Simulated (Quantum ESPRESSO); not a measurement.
# HfO2 (Fm-3m): a worked LO-TO splitting

Aim: work out the LO frequency and the static dielectric constant of HfO2 (Fm-3m) from one linear-response run, then check them.

Main program and level: Quantum ESPRESSO 7.5; DFT LDA, scalar-relativistic, plane waves, PseudoDojo norm-conserving pseudopotentials.

**1. The relaxed structure**

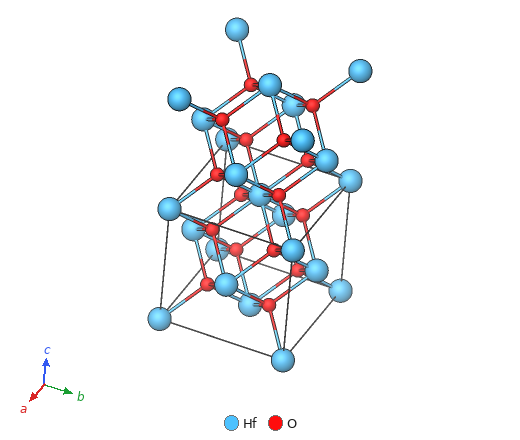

The starting structure, seen from a free direction (hafnium blue, oxygen red). 1×1×2 cells are drawn. This picture shows the conventional cell, with its axes. Some periodic images of atoms are drawn too.

Coordinates:

```xyz
3
Lattice="-2.4809 0.0000 2.4809 0.0000 2.4809 2.4809 -2.4809 2.4809 0.0000" Properties=species:S:1:pos:R:3 pbc="T T T"
Hf    0.0000    0.0000    0.0000
O    -3.7213    3.7213    3.7213
O    -1.2404    1.2404    1.2404
```

This is the cell after its relaxation at this level of theory, not the database cell from which that began.

**2. What the response run gave**

A linear-response run on the relaxed cell, with the response to an electric field; only its zone-centre results are used. Cutoff 92 Ry, k mesh 8×8×8.

Log:

```text
[banners, grids, parts of the stress and lines that vanish by symmetry left out]
Program PHONON v.7.5
     Reading xml data from directory:

[...]
Exchange-correlation= PW
                           (   1   4   0   0   0   0   0)
[...]
kinetic-energy cut-off    =      92.0000  Ry
     charge density cut-off    =     368.0000  Ry
     convergence threshold     =      1.0E-18
[...]
Exchange-correlation= PW
                           (   1   4   0   0   0   0   0)
[...]
q = (   0.0000000   0.0000000   0.0000000 )
     49 Sym.Ops. (with q -> -q+G )
     G cutoff =  409.7504  (  24597 G-vectors)     FFT grid: ( 45, 45, 45)
     number of k points=    29
[...]
Mode symmetry, O_h (m-3m)  point group:
[...]
Dielectric constant
[...]
End of electric fields calculation
          Dielectric constant in cartesian axis
          (       5.228120668       0.000000000      -0.000000000 )
          (      -0.000000000       5.228120668      -0.000000000 )
          (       0.000000000       0.000000000       5.228120668 )
          Effective charges (d Force / dE) in cartesian axis without acoustic sum rule applied (asr)
           atom    1  Hf    Mean Z*:        5.54601
      Ex  (        5.54601        0.00000        0.00000 )
      Ey  (        0.00000        5.54601       -0.00000 )
      Ez  (        0.00000       -0.00000        5.54601 )
           atom    2  O     Mean Z*:       -2.77275
      Ex  (       -2.77275        0.00000        0.00000 )
      Ey  (        0.00000       -2.77275        0.00000 )
      Ez  (       -0.00000        0.00000       -2.77275 )
           atom    3  O     Mean Z*:       -2.77275
      Ex  (       -2.77275       -0.00000       -0.00000 )
      Ey  (       -0.00000       -2.77275        0.00000 )
      Ez  (       -0.00000        0.00000       -2.77275 )
          Effective charges Sum: Mean:        0.00050
[...]
Effective charges (d Force / dE) in cartesian axis with asr applied:
           atom    1  Hf    Mean Z*:        5.54584
[...]
atom    2  O     Mean Z*:       -2.77292
[...]
atom    3  O     Mean Z*:       -2.77292
[...]
Representation #   1 modes #   1   2   3
[...]
End of self-consistent calculation
     Convergence has been achieved
     Representation #   2 modes #   4   5   6
[...]
End of self-consistent calculation
     Convergence has been achieved
     Representation #   3 modes #   7   8   9
[...]
End of self-consistent calculation
     Convergence has been achieved
[...]
Dielectric constant in cartesian axis
          (       5.228120668       0.000000000      -0.000000000 )
          (      -0.000000000       5.228120668      -0.000000000 )
          (       0.000000000       0.000000000       5.228120668 )
          Effective charges (d Force / dE) in cartesian axis without acoustic sum rule applied (asr)
           atom    1  Hf    Mean Z*:        5.54601
      Ex  (        5.54601        0.00000        0.00000 )
      Ey  (        0.00000        5.54601       -0.00000 )
      Ez  (        0.00000       -0.00000        5.54601 )
           atom    2  O     Mean Z*:       -2.77275
      Ex  (       -2.77275        0.00000        0.00000 )
      Ey  (        0.00000       -2.77275        0.00000 )
      Ez  (       -0.00000        0.00000       -2.77275 )
           atom    3  O     Mean Z*:       -2.77275
      Ex  (       -2.77275       -0.00000       -0.00000 )
      Ey  (       -0.00000       -2.77275        0.00000 )
      Ez  (       -0.00000        0.00000       -2.77275 )
          Effective charges Sum: Mean:        0.00050
[...]
Effective charges (d Force / dE) in cartesian axis with asr applied:
           atom    1  Hf    Mean Z*:        5.54584
[...]
atom    2  O     Mean Z*:       -2.77292
[...]
atom    3  O     Mean Z*:       -2.77292
[...]
q = (    0.000000000   0.000000000   0.000000000 )
[...]
freq (    1) =      -0.015892 [THz] =      -0.530088 [cm-1]
     freq (    2) =      -0.015892 [THz] =      -0.530088 [cm-1]
     freq (    3) =      -0.015892 [THz] =      -0.530088 [cm-1]
     freq (    4) =       7.757524 [THz] =     258.763138 [cm-1]
     freq (    5) =       7.757524 [THz] =     258.763138 [cm-1]
     freq (    6) =       7.757524 [THz] =     258.763138 [cm-1]
     freq (    7) =      18.333817 [THz] =     611.550310 [cm-1]
     freq (    8) =      18.333817 [THz] =     611.550310 [cm-1]
     freq (    9) =      18.333817 [THz] =     611.550310 [cm-1]
[...]
Mode symmetry, O_h (m-3m)  point group:
     freq (   1-   3) =         -0.5  [cm-1]   --> T_1u G_15  G_4- I
     freq (   4-   6) =        258.8  [cm-1]   --> T_1u G_15  G_4- I
     freq (   7-   9) =        611.6  [cm-1]   --> T_2g G_25' G_5+ R

   JOB DONE.
```

```csv
quantity,value
cell volume Ω (Å³),30.538
mass of Hf (u),178.490
mass of O (u),15.999
"Born charge of Hf, raw (e)",5.546
"Born charge of O, raw (e)",-2.773
ε∞,5.228
ω(TO) after the sum rule (cm⁻¹),258.8
```

**3. The calculation**

The charges must sum to zero over the cell; taking off their mean, 0.000 e, leaves Z* = 5.546 e on Hf. In the polar mode Hf moves against the two O, so the reduced mass is μ = 178.49 × 32.00 / 210.49 = 27.134 u.

A longitudinal wave builds up a field that adds to the restoring force: ω(LO)² = ω(TO)² + 4π Z*² / (μ Ω ε∞), in Hartree atomic units. With μ = 49462 electron masses and Ω = 206.08 bohr³ the second term is 7.2528e-06 Ha², or 349359 cm⁻² (1 Ha = 219474.6 cm⁻¹).

So ω(LO) = √(66962 + 349359) = 645.2 cm⁻¹, and by the Lyddane-Sachs-Teller relation ε₀ = ε∞ (ω(LO)/ω(TO))² = 32.50.

**4. Check against the program**

The analysis program adds the same non-analytic term to the full matrix, here for q along (1 0 0).

Log:

```text
[banners, grids, parts of the stress and lines that vanish by symmetry left out]
[banner, memory and clock lines left out]
Program DYNMAT v.7.5

     Reading Dynamical Matrix from file g.dyn
     ...Force constants read
     ...epsilon and Z* read

     Polarizability (A^3 units)
     multiply by 0.415046 for Clausius-Mossotti correction
        10.274790   -0.000000    0.000000
         0.000000   10.274790    0.000000
        -0.000000   -0.000000   10.274790

     IR activities are in (D/A)^2/amu units

# mode   [cm-1]    [THz]      IR
    1     -0.00   -0.0000    0.0000
    2      0.00    0.0000    0.0000
[...]
8    611.55   18.3339    0.0000
    9    645.23   19.3434   26.1513

[end of the log left out, with the tail of the file of modes that dynmat.x writes under the same name]
```

ε₀ comes from the program's run without a direction of q.

```csv
quantity,by hand,program
ω(LO) (cm⁻¹),645.2,645.2
ε₀,32.50,32.50
```

**5. Outcome**

```json
{"TO mode": "258.8 cm⁻¹", "LO mode": "645.2 cm⁻¹", "static dielectric constant": "32.50"}
```

In words: The LO mode of HfO2 (Fm-3m) lies at 645 cm⁻¹, 386 cm⁻¹ above the TO mode; the formula meets the program within 0.1 cm⁻¹, as it must for a cubic crystal with one polar mode. ω(LO)² − ω(TO)² goes with Z*²/ε∞: an error of 5 % in ε∞ would move the LO mode by 13.0 cm⁻¹, and semilocal functionals tend to overestimate ε∞. These are harmonic values at zero temperature, at the volume of this functional, for the structure held cubic; stability elsewhere in the zone is no part of this calculation.

[Host names and launcher messages were left out of these logs when they were recorded.]

[Logs are printed without paths, hosts, clocks, repeated set-up lines and the standing remarks that a program may print on its own settings, such as how far it seeks lower states.]

[Hosts, paths, dates, database ids (printed as entryN), source tags and the programs' standing remarks are cut or masked in the printed files.]
